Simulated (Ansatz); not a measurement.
# GaC (hypothetical, Pm-3m): phonons against volume, part 3 of 4

Wanted: mode Grüneisen parameters of GaC (hypothetical) and a free-energy fit over volumes. The crystal structure is hypothetical: it was made by swapping elements on a known structure type.

Ansatz 0.2.0; DFT PBEsol, scalar-relativistic, plane waves, PAW.

So far. Step 2 (A first coarse run): The start is under -17 GPa at this level and looks like a metal on this mesh. Step 5 (Tight relaxation): The residual pressure is -0.0072 GPa, small enough for phonons.

### Step 6. Lattice dynamics at this volume, V/V0 1

Phonons at this volume give one point of F(V, T); meshes stay fixed along the series.

The input, input.yaml:

```yaml
crystal:
  lattice:
    - [2.7720378392, 0.0, 0.0]
    - [0.0, 2.7720378392, 0.0]
    - [0.0, 0.0, 2.7720378392]
  atoms:
    - { symbol: Ga, position: [0.0, 0.0, 0.0] }
    - { symbol: C, position: [0.5, 0.5, 0.5] }
kpoints:
  mp_grid: { grid: [16, 16, 16] }
hamiltonian:
  xc: pbesol
scf:
  occupations: { method: methfessel_paxton, width: 0.15 }
output:
  eigenvalues: true
phonons:
  method: dfpt
  qmesh: [4, 4, 4]
  temperatures: { t_max: 1000, t_step: 50 }
  qpath:
    path:
      - [[0.0, 0.0, 0.0], [0.0, 0.5, 0.0], [0.5, 0.5, 0.0], [0.0, 0.0, 0.0], [0.5, 0.5, 0.5], [0.0, 0.5, 0.0]]
      - [[0.5, 0.5, 0.5], [0.5, 0.5, 0.0]]
    npoints: 10
```

Launch:

```bash
$ ansatz run input.yaml --threads 4 --pin off --max-ram 8192MiB --backend cpu --events-out ev --progress --plain --runs-dir out
```

Numbers of over 12 decimals in the logs are rounded to 6 here.

What it wrote:

```text
[...]
Crystal: 2 atoms, lattice volume = 21.301 Å³
Basis set: ecut = 420 eV, 437 PW (Γ), exchange–correlation on 40×40×40 points (8 copies of the dense FFT grid, shifted against one another)
Bands: 13, of which v1, the nominal top of the filled ones, is band 9 counted from 1 (8 counted from 0)
Symmetry: 48 space group operations
k-points: 165 of 4096
[...]
SCF iter   1: F=—  HF=-3986.151512 eV  |F-HF|=—  |Δ(HF+E_count)|=         —  Δρ=1.64e-2  dr2=6.83e-2  ethr=1.77e-3  ⟨swp⟩=4.7  Hψ=10676  notcnv=0
[...]
SCF iter   8: F=-3986.133002 eV  HF=-3986.133002 eV  |F-HF|=4.55e-13  |Δ(HF+E_count)|=  5.23e-11  S|Δr|=    0.00e0  Δρ=1.46e-8  dr2=3.10e-14  ethr=1.00e-12  ⟨swp⟩=5.4  Hψ=8143  notcnv=0
SCF 1 converged in 8 iterations: F = -3986.133002 eV  dr2 = 3.10e-14
[...]
phonons: the bands overlap, so this run is a metal and interpolates without the dipole-dipole term. If the crystal is really an insulator or semiconductor, its LO-TO splitting is missing
NSCF: frozen V_eff on 165 k-points
[...]
DFPT response loops at q = (0, 0, 0) (fractional): preconditioner auto → Kerker (q_TF=auto, 2.628 Å⁻¹) (partly filled bands, converged f_vac=0.000); β = 1.00, the filter's whole step (`scf.mixing.beta` (0.50) is not read by the response loops under this deck's `scf.mixing.preconditioner`; to damp them name `kerker` or `kerker_dos`, under which they read `scf.mixing.beta`, and type it under 1.00, their step now; both keys bind the ground state too); Broyden in place of MSR1
[...]
SCF converged after 8 iterations
[...]
Free energy (F): -3986.133002 eV
[...]
Internal energy: -3986.133436 eV  (E = F + TS)
E sigma→0 (E₀):  -3986.133111 eV
Entropy (-TS):   0.000434 eV (0.217 meV/atom)
Fermi energy:    12.449258 eV
[...]
--- Band table (eV; the first three rows and the last of 165) ---
  k-point 0: bands = [... 5 lower, -2.3687, 12.1110, 12.1110, 12.1110, 13.7728, 21.2132, 21.2132, 26.4314]
  k-point 1: bands = [... 5 lower, -2.3681, 11.4153, 12.1672, 12.1672, 14.2154, 21.2779, 21.4164, 26.2829]
  k-point 2: bands = [... 5 lower, -2.3666, 10.1142, 12.3317, 12.3317, 14.8432, 21.4724, 21.7983, 25.8494]
  k-point 164: bands = [... 5 lower, 5.2910, 10.0729, 10.0729, 10.0729, 13.2460, 13.2460, 13.2460, 14.6771]
--- Phonons (Γ-DFPT): 2 representative perturbations + reference (Σ response iterations 7) ---
  ASR residual: 3.980e-6 → 0.000e0 eV/Å²; symmetrization residual: 2.849e-6 eV/Å²
  ASR residual per site (eV/Å²): 3.12e-7 3.98e-6
  Γ frequencies (cm⁻¹): -137.38 -137.38 -137.38 0.00 0.00 0.00
--- Phonons (arbitrary-q DFPT): 10 irreducible q on the 4×4×4 mesh ---
  q = [0.0000, 0.0000, 0.0000] (star 1, of the zone-centre solve; hermiticity 8.01e-6, symmetrization 3.32e-11): -137.38 -137.38 -137.38 -0.00 -0.00 0.00
  q = [0.0000, 0.0000, 0.2500] (star 6, 4 solved perturbations in 4032 linear systems a pass and spin channel, the states on 1296 of 4096 k-point pairs; hermiticity 1.94e-7, symmetrization 5.18e-13): -191.34 -191.34 -165.02 -51.19 -51.19 138.78
[...]
q = [0.0000, 0.2500, -0.5000] (star 12, 6 solved perturbations on 1296 of 4096 k-point pairs; hermiticity 2.28e-7, symmetrization 4.28e-10): -425.39 -314.17 -98.01 115.12 192.35 234.21
[...]
sum rule: each row above includes the acoustic sum rule's correction from the zone centre's row sums; it moved no ω² by more than (0.30 cm⁻¹)²
  mesh force constants: q→R imaginary residual 3.54e-19; ASR residual 3.980e-6 → 0.000e0 eV/Å²; symmetrization residual 3.997e-15 eV/Å²
  interpolated dispersion: 62 rows × 6 modes
  density of states and harmonic sums: on the 24×24×24 q-mesh, interpolated from the force constants of a 4×4×4 supercell (no non-analytic term)
  largest difference from the sums on the solved wave vectors: F 3.25e-2 eV, S 3.41e-5 and C_V 1.41e-5 eV/K
  zero-point energy: 0.024594 eV/cell   skipped modes (ω ≤ 0): 1423, of them read as no rigid motion or as one in doubt: 1420 (3.106e0 modes/cell left out, lowest -565.47 cm⁻¹)   left out of the sums: 5.18e-1 of the cell's modes: C_V's classical limit lies that fraction below 3 k_B per atom; for a crystal, a wire or a layer, F and S can be off by more, and a phonons.interpolated_qmesh denser along its periods is the remedy for the sampling
```

Elapsed: 3.1 min, on 4 threads of Arm Neoverse V2, shared host; peak memory 1.9 GiB; 12 min of CPU time.

This step gave:

```yaml
gamma_frequencies: -137.4, -137.4, -137.4, 0, 0, 0 cm⁻¹ (negative: imaginary)
lowest_frequency_on_the_path: -564.1 cm⁻¹
point_group: m-3m
highest_frequency: 240.1 cm⁻¹
```

No LO-TO term. The phonon branches at the labelled points (cm⁻¹):

| point | branch 1 | branch 2 | branch 3 | branch 4 | branch 5 | branch 6 |
| --- | --- | --- | --- | --- | --- | --- |
| Γ | -137 | -137 | -137 | 0 | 0 | 0 |
| X | -328 | -328 | -71 | -71 | 182 | 239 |
| M | -452 | -114 | 178 | 178 | 201 | 201 |
| Γ | -137 | -137 | -137 | 0 | 0 | 0 |
| R | -250 | -250 | -250 | 175 | 175 | 175 |
| X | -328 | -328 | -71 | -71 | 182 | 239 |
| jump to R | -250 | -250 | -250 | 175 | 175 | 175 |
| M | -452 | -114 | 178 | 178 | 201 | 201 |

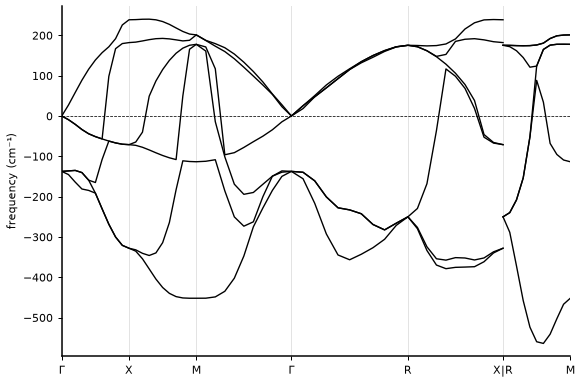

Phonon branches along the path.

The phonon density of states has structure finer than the step of the table below, so its rows give means over 50 cm⁻¹, whole bins alone (the curve runs from -565 to 245 cm⁻¹). Peaks (cm⁻¹: height): -265.0: 0.00884, -65.0: 0.0116, 175.0: 0.0370.

Tetrahedra on 24 24 24, mean over bins of 10 cm⁻¹. Table of phonon density of states by wavenumber; means over each step:

| wavenumber (cm⁻¹) | phonon density of states (1/cm⁻¹/cell) |
| --- | --- |
| -500 | 0.00153 |
| -450 | 0.00406 |
| -400 | 0.00545 |
| -350 | 0.00721 |
| -300 | 0.00766 |
| -250 | 0.00681 |
| -200 | 0.00561 |
| -150 | 0.00532 |
| -100 | 0.00698 |
| -50 | 0.00894 |
| 0 | 0.00462 |
| 50 | 0.00680 |
| 100 | 0.0117 |
| 150 | 0.0218 |
| 200 | 0.0140 |

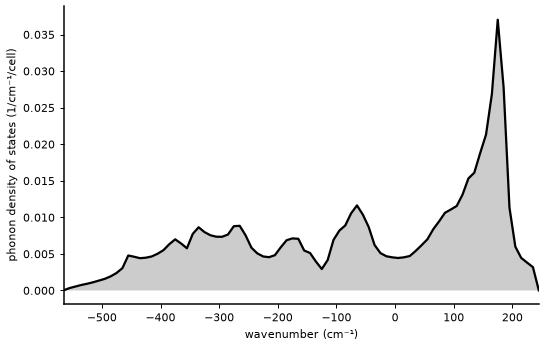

Phonon density of states against wavenumber.

The modes has structure finer than the step of the table below, so its rows give means over 50 cm⁻¹, whole bins alone (the curve runs from -569 to 254 cm⁻¹). Peaks (cm⁻¹: height): C -341.1: 0.00853, -273.8: 0.00931, -196.2: 0.00778, -82.4: 0.00324, 93.5: 0.00254, 140.1: 0.00468, 202.2: 0.00592; Ga -66.9: 0.0115, 176.3: 0.0303.

Phonopy on the run's constants, 21x21x21 mesh, Gaussian sigma 5.9 cm⁻¹. The modes by wavenumber; means over each step; values in 1/cm⁻¹/cell:

| wavenumber (cm⁻¹) | C | Ga |
| --- | --- | --- |
| -500 | 0.00149 | 0 |
| -450 | 0.00408 | 0 |
| -400 | 0.00523 | 1.0e-5 |
| -350 | 0.00747 | 2.8e-5 |
| -300 | 0.00749 | 3.5e-5 |
| -250 | 0.00647 | 5.0e-5 |
| -200 | 0.00620 | 7.1e-5 |
| -150 | 0.00471 | 1.4e-4 |
| -100 | 0.00275 | 0.00511 |
| -50 | 7.3e-4 | 0.00861 |
| 0 | 2.2e-4 | 0.00206 |
| 50 | 0.00109 | 0.00622 |
| 100 | 0.00186 | 0.0100 |
| 150 | 0.00370 | 0.0183 |
| 200 | 0.00487 | 0.00930 |

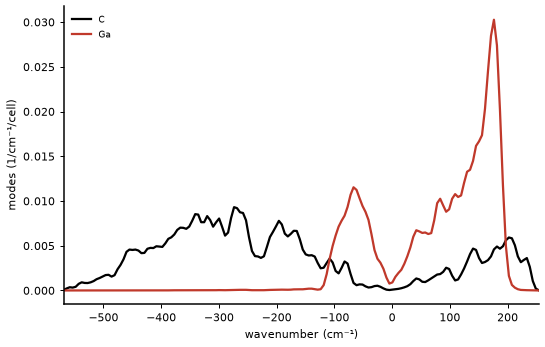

Modes, plotted against wavenumber.

No LO-TO term. The modes at Γ (shares of kinetic energy by element, %) (negative means imaginary):

| mode | frequency (cm⁻¹) | symmetry | Ga % | C % |
| --- | --- | --- | --- | --- |
| 1 | -137.4 | T1u | 15 | 85 |
| 2 | -137.4 | T1u | 15 | 85 |
| 3 | -137.4 | T1u | 15 | 85 |
| 4 | 0.0 | T1u | 85 | 15 |
| 5 | 0.0 | T1u | 85 | 15 |
| 6 | 0.0 | T1u | 85 | 15 |

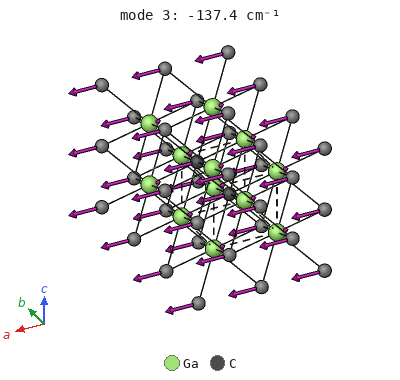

Displacement patterns of mode 3 at Γ; arrows are exaggerated. 1×2×1 cells are drawn. Some periodic images of atoms are drawn too.

The lowest solved frequency is -560 cm⁻¹, so the cell is unstable here and gives no valid free energy.

### Step 7. A cell at another volume, V/V0 1.015

Symmetry fixes every atom, so a single point at the scaled cell gives the energy and pressure of this member.

input.yaml, the sections that differ from step 6:

```yaml
crystal:
  lattice:
    - [2.7858292992, 0.0, 0.0]
    - [0.0, 2.7858292992, 0.0]
    - [0.0, 0.0, 2.7858292992]
  atoms:
    - { symbol: Ga, position: [0.0, 0.0, 0.0] }
    - { symbol: C, position: [0.5, 0.5, 0.5] }
output:
  forces: true
  stress: true
  eigenvalues: true
# kpoints, hamiltonian, scf: as in step 6
# phonons: removed
```

What it wrote:

```text
[...]
Crystal: 2 atoms, lattice volume = 21.620 Å³
Basis set: ecut = 420 eV, 437 PW (Γ), exchange–correlation on 40×40×40 points (8 copies of the dense FFT grid, shifted against one another)
Bands: 13, of which v1, the nominal top of the filled ones, is band 9 counted from 1 (8 counted from 0)
Symmetry: 48 space group operations
[...]
k-points: 165 of 4096
[...]
SCF iter   1: F=—  HF=-3986.149022 eV  |F-HF|=—  |Δ(HF+E_count)|=         —  Δρ=1.61e-2  dr2=6.74e-2  ethr=1.77e-3  ⟨swp⟩=4.7  Hψ=10643  notcnv=0
[...]
SCF iter   6: F=-3986.130883 eV  HF=-3986.130883 eV  |F-HF|=3.97e-9  |Δ(HF+E_count)|=   1.31e-7  S|Δr|=    0.00e0  Δρ=1.46e-5  dr2=2.02e-8  ethr=5.88e-10  ⟨swp⟩=5.7  Hψ=10021  notcnv=0
SCF 1 converged in 6 iterations: F = -3986.130883 eV  dr2 = 2.02e-8
[...]
SCF converged after 6 iterations
[...]
Free energy (F): -3986.130883 eV
[...]
Internal energy: -3986.131352 eV  (E = F + TS)
E sigma→0 (E₀):  -3986.131000 eV
Entropy (-TS):   0.000469 eV (0.234 meV/atom)
Fermi energy:    12.195261 eV
[...]
--- Stress (GPa, compression-positive) ---
       -2.088562      -0.000000      -0.000000
       -0.000000      -2.088562       0.000000
        0.000000       0.000000      -2.088562
  P = ⅓ Tr σ = -2.0886 GPa (-20.886 kbar)
--- Band table (eV; the first three rows and the last of 165) ---
  k-point 0: bands = [... 5 lower, -2.6017, 11.8777, 11.8777, 11.8777, 13.3765, 20.9354, 20.9354, 25.9889]
  k-point 1: bands = [... 5 lower, -2.6012, 11.1667, 11.9327, 11.9327, 13.8385, 20.9997, 21.1288, 25.8441]
  k-point 2: bands = [... 5 lower, -2.5997, 9.8727, 12.0942, 12.0942, 14.4727, 21.1931, 21.4818, 25.4220]
  k-point 164: bands = [... 5 lower, 5.0272, 9.8631, 9.8631, 9.8631, 13.0193, 13.0193, 13.0193, 14.3029]
```

Run time: 0.71 s. Hardware: 4 threads; peak memory 0.33 GiB.

Numbers from this step:

```
pressure        : -2.089 GPa
volume per atom : 10.81 Å³
```

The run ends at a pressure of -2.09 GPa.

### Step 8. Lattice dynamics at this volume, V/V0 1.015

The same q-mesh and k-mesh are kept at every volume, so that much of their error can cancel in the differences.

input.yaml, the sections that differ from step 7:

```yaml
output:
  eigenvalues: true
phonons:
  method: dfpt
  qmesh: [4, 4, 4]
  temperatures: { t_max: 1000, t_step: 50 }
  qpath:
    path:
      - [[0.0, 0.0, 0.0], [0.0, 0.5, 0.0], [0.5, 0.5, 0.0], [0.0, 0.0, 0.0], [0.5, 0.5, 0.5], [0.0, 0.5, 0.0]]
      - [[0.5, 0.5, 0.5], [0.5, 0.5, 0.0]]
    npoints: 10
# crystal, kpoints, hamiltonian, scf: as in step 7
```

What it wrote:

```text
[...]
Crystal: 2 atoms, lattice volume = 21.620 Å³
Basis set: ecut = 420 eV, 437 PW (Γ), exchange–correlation on 40×40×40 points (8 copies of the dense FFT grid, shifted against one another)
Bands: 13, of which v1, the nominal top of the filled ones, is band 9 counted from 1 (8 counted from 0)
Symmetry: 48 space group operations
k-points: 165 of 4096
[...]
k-point 164: bands = [... 5 lower, 5.0272, 9.8630, 9.8630, 9.8630, 13.0193, 13.0193, 13.0193, 14.3029]
[...]
ASR residual: 3.051e-5 → 0.000e0 eV/Å²; symmetrization residual: 2.683e-6 eV/Å²
  ASR residual per site (eV/Å²): 9.71e-7 3.05e-5
  Γ frequencies (cm⁻¹): -149.86 -149.86 -149.86 0.00 0.00 0.00
--- Phonons (arbitrary-q DFPT): 10 irreducible q on the 4×4×4 mesh ---
[...]
interpolated dispersion: 62 rows × 6 modes
[...]
[key lines of the parts left out:]
SCF converged after 8 iterations
Free energy (F): -3986.130883 eV
Fermi energy:    12.195233 eV
```

Wall time 3.1 min (4 threads); peak memory 1.9 GiB; 12 min of CPU time.

No LO-TO term. Phonon branches along the path, in cm⁻¹:

| point | branch 1 | branch 2 | branch 3 | branch 4 | branch 5 | branch 6 |
| --- | --- | --- | --- | --- | --- | --- |
| Γ | -150 | -150 | -150 | 0 | 0 | 0 |
| X | -328 | -328 | -74 | -74 | 178 | 219 |
| M | -449 | -115 | 174 | 174 | 182 | 182 |
| Γ | -150 | -150 | -150 | 0 | 0 | 0 |
| R | -249 | -249 | -249 | 170 | 170 | 170 |
| X | -328 | -328 | -74 | -74 | 178 | 219 |
| jump to R | -249 | -249 | -249 | 170 | 170 | 170 |
| M | -449 | -115 | 174 | 174 | 182 | 182 |

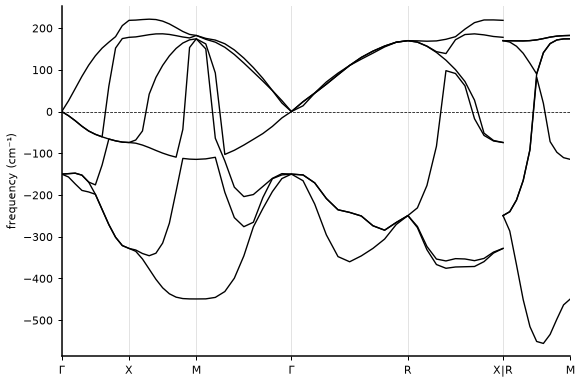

Phonon branches along the path.

The lowest solved frequency is -551 cm⁻¹, so the cell is unstable here and gives no valid free energy.

### Step 9. Single point at a scaled cell, V/V0 0.985

Symmetry fixes every atom, so a single point at the scaled cell gives the energy and pressure of this member.

The cell differs from the one that the last finished run ended in (a 2.786 → 2.758 Å, b 2.786 → 2.758 Å, c 2.786 → 2.758 Å).

input.yaml, the sections that differ from step 8:

```yaml
crystal:
  lattice:
    - [2.7581077657, 0.0, 0.0]
    - [0.0, 2.7581077657, 0.0]
    - [0.0, 0.0, 2.7581077657]
  atoms:
    - { symbol: Ga, position: [0.0, 0.0, 0.0] }
    - { symbol: C, position: [0.5, 0.5, 0.5] }
output:
  forces: true
  stress: true
  eigenvalues: true
# kpoints, hamiltonian, scf: as in step 8
# phonons: removed
```

What it wrote:

```text
[...]
Crystal: 2 atoms, lattice volume = 20.981 Å³
Basis set: ecut = 420 eV, 437 PW (Γ), exchange–correlation on 40×40×40 points (8 copies of the dense FFT grid, shifted against one another)
Bands: 13, of which v1, the nominal top of the filled ones, is band 9 counted from 1 (8 counted from 0)
Symmetry: 48 space group operations
[...]
k-points: 165 of 4096
[...]
--- Band table (eV; the first three rows and the last of 165) ---
  k-point 0: bands = [... 5 lower, -2.1290, 12.3509, 12.3509, 12.3509, 14.1812, 21.4990, 21.4990, 26.8868]
  k-point 1: bands = [... 5 lower, -2.1284, 11.6685, 12.4084, 12.4084, 14.6056, 21.5641, 21.7120, 26.7348]
  k-point 2: bands = [... 5 lower, -2.1267, 10.3611, 12.5761, 12.5761, 15.2266, 21.7596, 22.1229, 26.2893]
  k-point 164: bands = [... 5 lower, 5.5623, 10.2893, 10.2893, 10.2893, 13.4793, 13.4793, 13.4793, 15.0628]
[key lines of the parts left out:]
SCF converged after 6 iterations
Free energy (F): -3986.130779 eV
Fermi energy:    12.710824 eV
P = ⅓ Tr σ = 2.2613 GPa (22.613 kbar)
```

Wall time 0.7 s (4 threads); peak memory 0.33 GiB; 2.2 s of CPU time.

The run ends at a pressure of 2.26 GPa.

### Step 10. Lattice dynamics at this volume, V/V0 0.985

The same q-mesh and k-mesh are kept at every volume, so that much of their error can cancel in the differences.

input.yaml, the sections that differ from step 9:

```yaml
output:
  eigenvalues: true
phonons:
  method: dfpt
  qmesh: [4, 4, 4]
  temperatures: { t_max: 1000, t_step: 50 }
  qpath:
    path:
      - [[0.0, 0.0, 0.0], [0.0, 0.5, 0.0], [0.5, 0.5, 0.0], [0.0, 0.0, 0.0], [0.5, 0.5, 0.5], [0.0, 0.5, 0.0]]
      - [[0.5, 0.5, 0.5], [0.5, 0.5, 0.0]]
    npoints: 10
# crystal, kpoints, hamiltonian, scf: as in step 9
```

What it wrote:

```text
[...]
Crystal: 2 atoms, lattice volume = 20.981 Å³
Basis set: ecut = 420 eV, 437 PW (Γ), exchange–correlation on 40×40×40 points (8 copies of the dense FFT grid, shifted against one another)
Bands: 13, of which v1, the nominal top of the filled ones, is band 9 counted from 1 (8 counted from 0)
Symmetry: 48 space group operations
k-points: 165 of 4096
[...]
k-point 164: bands = [... 5 lower, 5.5623, 10.2893, 10.2893, 10.2893, 13.4793, 13.4793, 13.4793, 15.0628]
[...]
ASR residual: 5.125e-6 → 0.000e0 eV/Å²; symmetrization residual: 2.960e-6 eV/Å²
  ASR residual per site (eV/Å²): 8.13e-7 5.13e-6
  Γ frequencies (cm⁻¹): -122.50 -122.50 -122.50 0.00 0.00 0.00
--- Phonons (arbitrary-q DFPT): 10 irreducible q on the 4×4×4 mesh ---
[...]
interpolated dispersion: 62 rows × 6 modes
[...]
[key lines of the parts left out:]
SCF converged after 8 iterations
Free energy (F): -3986.130779 eV
Fermi energy:    12.710800 eV
```

Wall time 3.1 min (4 threads); peak memory 1.8 GiB.

The lowest solved frequency is -570 cm⁻¹, so the cell is unstable here and gives no valid free energy.

### Step 11. A cell at another volume, V/V0 1.03

Symmetry fixes every atom, so a single point at the scaled cell gives the energy and pressure of this member.

The cell differs from the one that the last finished run ended in (a 2.758 → 2.799 Å, b 2.758 → 2.799 Å, c 2.758 → 2.799 Å).

input.yaml, the sections that differ from step 10:

```yaml
crystal:
  lattice:
    - [2.7994855434, 0.0, 0.0]
    - [0.0, 2.7994855434, 0.0]
    - [0.0, 0.0, 2.7994855434]
  atoms:
    - { symbol: Ga, position: [0.0, 0.0, 0.0] }
    - { symbol: C, position: [0.5, 0.5, 0.5] }
output:
  forces: true
  stress: true
  eigenvalues: true
# kpoints, hamiltonian, scf: as in step 10
# phonons: removed
```

What it wrote:

```text
[...]
Crystal: 2 atoms, lattice volume = 21.940 Å³
Basis set: ecut = 420 eV, 437 PW (Γ), exchange–correlation on 40×40×40 points (8 copies of the dense FFT grid, shifted against one another)
Bands: 13, of which v1, the nominal top of the filled ones, is band 9 counted from 1 (8 counted from 0)
Symmetry: 48 space group operations
[...]
k-points: 165 of 4096
[...]
--- Band table (eV; the first three rows and the last of 165) ---
  k-point 0: bands = [... 5 lower, -2.8286, 11.6506, 11.6506, 11.6506, 12.9917, 20.6652, 20.6652, 25.5588]
  k-point 1: bands = [... 5 lower, -2.8281, 10.9233, 11.7045, 11.7045, 13.4748, 20.7292, 20.8489, 25.4177]
  k-point 2: bands = [... 5 lower, -2.8266, 9.6365, 11.8633, 11.8633, 14.1143, 20.9216, 21.1734, 25.0070]
  k-point 164: bands = [... 5 lower, 4.7704, 9.6593, 9.6593, 9.6593, 12.7990, 12.7990, 12.7990, 13.9397]
[key lines of the parts left out:]
SCF converged after 6 iterations
Free energy (F): -3986.124783 eV
Fermi energy:    11.948378 eV
P = ⅓ Tr σ = -3.9937 GPa (-39.937 kbar)
```

Elapsed: 0.7 s, on 4 threads; peak memory 0.33 GiB; 2.2 s of CPU time.

The run ends at a pressure of -3.99 GPa.

(Continued in part 4 of 4.)

[Logs are printed without paths, hosts, clocks, repeated set-up lines and the standing remarks that a program may print on its own settings, such as how far it seeks lower states.]

[Hosts, paths, dates, database ids (printed as entryN), source tags and the programs' standing remarks are cut or masked in the printed files.]

[A step with changed settings may run another functional than the one named; its input shows which.]

[Of the runs on displaced cells, only some may be shown.]
